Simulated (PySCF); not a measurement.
# CH10Ge2NP (SMILES [PH2][GeH2][CH2][NH][GeH3]): what the fields show

```xyz
15

P    -2.2089   -0.7920    1.0869
Ge   -1.3565    0.8117   -0.3302
C     0.1072   -0.0176   -1.4274
N     1.0526   -0.8134   -0.6775
Ge    2.4253   -0.0451    0.2154
H    -3.3709   -0.0783    1.3400
H    -2.7981   -1.4946    0.0426
H    -0.8098    1.9482    0.5126
H    -2.3757    1.4886   -1.2349
H     0.6602    0.7704   -1.9422
H    -0.3590   -0.6422   -2.2002
H     0.5813   -1.5607   -0.1817
H     3.2532   -1.1869    0.7014
H     3.1434    0.7752   -0.8068
H     2.0512    0.8447    1.3745
```

Geometry: GFN2-xTB.

Theory: wB97X-D/def2-SVPD, SCF density, gas phase in PySCF 2.14.0.

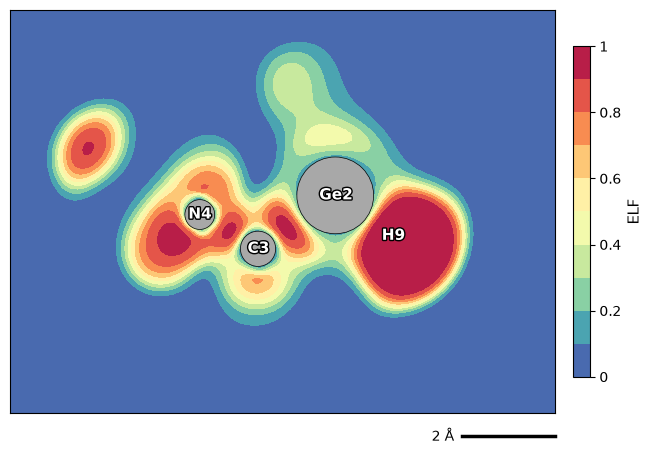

Figure 1. Electron localisation function on the plane of atoms Ge2, C3 and N4. Grey discs cover the atomic cores.

Q: Interpret the plot.

A: The plane passes through Ge, C, N and H nuclei. C–N (1.45 Å): the ELF peaks at about 0.95 between the atoms; localised, covalent bonding. C–Ge (2.01 Å): the ELF peaks at about 0.95 in the valence shell of C, 0.8 Å from its nucleus, and is about 0.75 at the midpoint. The ELF also peaks beside N4, away from the bonds: lone-pair regions.

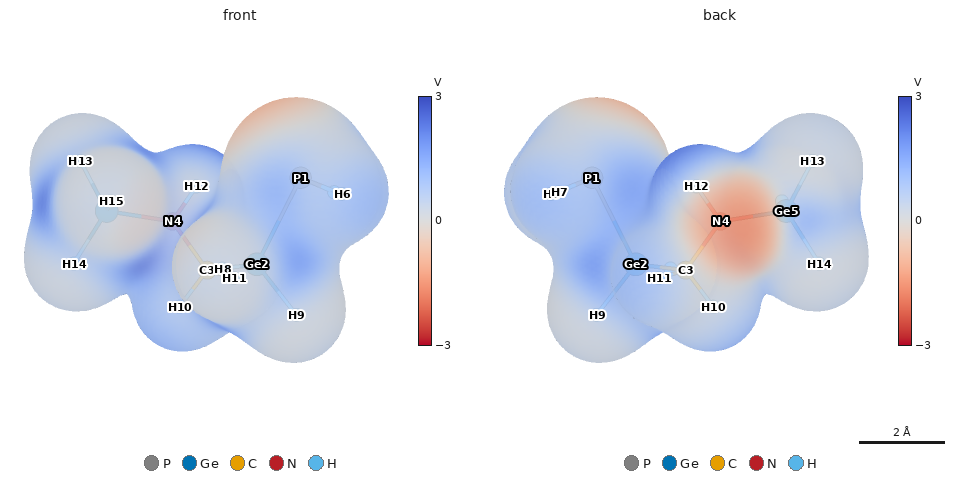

Figure 2. The electrostatic potential painted on the density surface at 0.004 e/bohr³, seen from the front and from behind; the colour scale runs from red (negative) to blue (positive).

Q: Where is the surface potential most negative and most positive?

A: The most negative region (about −1.5 V) lies over N4, the most positive (about +2.0 V) over Ge5 and H12. N4 is the likeliest acceptor of a hydrogen bond.

Q: What dipole moment does the calculation give?

A: Its dipole moment is 0.73 D.
